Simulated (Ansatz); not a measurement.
## Electronic structure of SiGe7 in real space

Input

```
crystal:
  lattice:
    - [5.6289825, 0.0, 0.0]
    - [0.0, -5.6289825, 0.0]
    - [0.0, 0.0, -5.6289825]
  atoms:
    - { symbol: Ge, position: [0.75, 0.75, 0.75] }
    - { symbol: Ge, position: [0.25, 0.25, 0.75] }
    - { symbol: Ge, position: [0.25, 0.75, 0.25] }
    - { symbol: Ge, position: [0.75, 0.25, 0.25] }
    - { symbol: Ge, position: [0.5, 0.0, 0.0] }
    - { symbol: Ge, position: [0.0, 0.5, 0.0] }
    - { symbol: Ge, position: [0.0, 0.0, 0.5] }
    - { symbol: Si, position: [0.5, 0.5, 0.5] }
basis:
  ecutwfc: 420
kpoints:
  mp_grid: { grid: [6, 6, 6] }
hamiltonian:
  xc: pbesol
scf:
  occupations: { method: gaussian, width: 0.01 }
output:
  forces: true
  stress: true
  eigenvalues: true
  write_density: true
  write_potential: true
  elf: true
  volumetric_format: npy
relax:
  adjacent_minimum: "off"
  f_tol: 0.005
  max_steps: 80
  cell: { stress_tol: 0.05 }
```

Command:

```sh
ansatz run input.yaml --threads 2 --pin off --max-ram 5120MiB --backend cpu --events-out ev --progress --plain --runs-dir out
```

Below, planes, directions and counts refer to the conventional cell (a = 5.64 Å, b = 5.64 Å, c = 5.64 Å, α = 90.00°, β = 90.00°, γ = 90.00°).

The fields are those of the relaxed geometry.

Space group P-43m; a generated structure, not necessarily the stable one.

Computed with Ansatz, DFT PBEsol, scalar-relativistic, plane waves, PAW.

In a PAW calculation such maps are meaningful between the atoms, not at the nuclei.

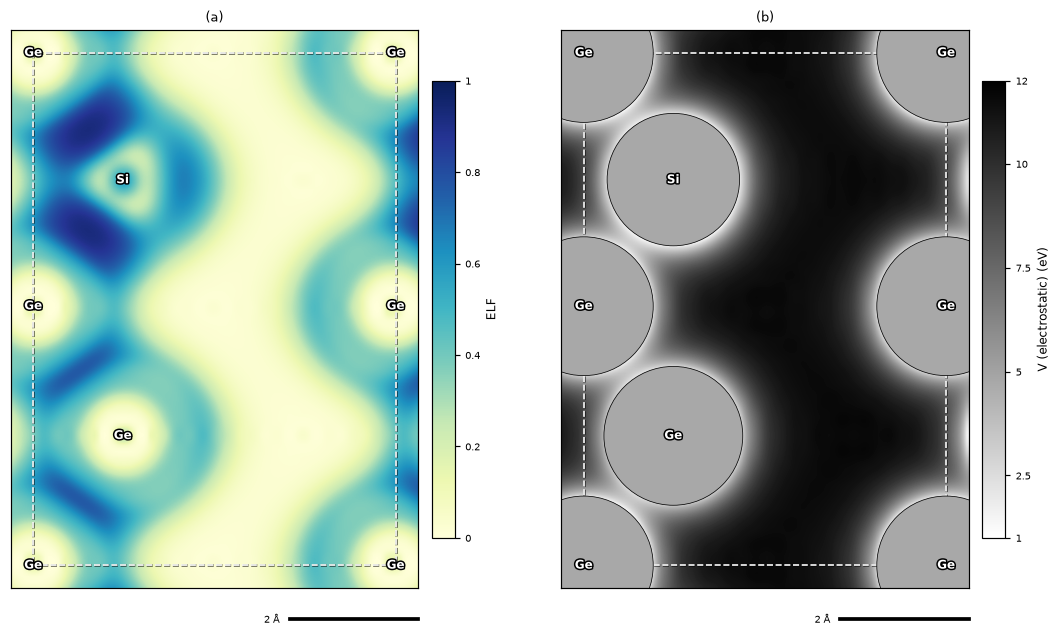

Figure 1. (a) ELF; (b) electrostatic potential energy of an electron on the (101) plane of the conventional cell. Grey discs cover the atomic cores in the potential map.

> Interpret the plot.

- Atoms in the plane: Ge and Si.
- Si–Ge (2.41 Å): the ELF peaks at about 0.90 between the atoms: localised, covalent bonding.
- Ge–Ge (2.45 Å): the ELF peaks at about 0.75 between the atoms, as expected for a covalent bond.
- Outside the cores the potential energy rises away from the atoms and is highest about 2.4 Å from the nearest atoms; its zero is arbitrary.

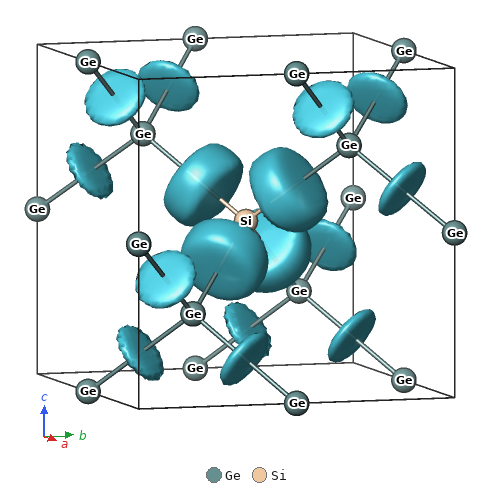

Figure 2. Isosurface of the electron localisation function at 0.7 (cyan), seen slightly off an axis. Core shells and regions of very low density are left out. Sticks mark near contacts.

> Where are the electrons localised?

At this value the surface marks out twelve regions between bonded Ge–Ge atoms (shared pairs) and four regions between bonded Ge–Si atoms (shared pairs), counted in one cell of 8 atoms. Any copies at cell faces, edges or corners count once.
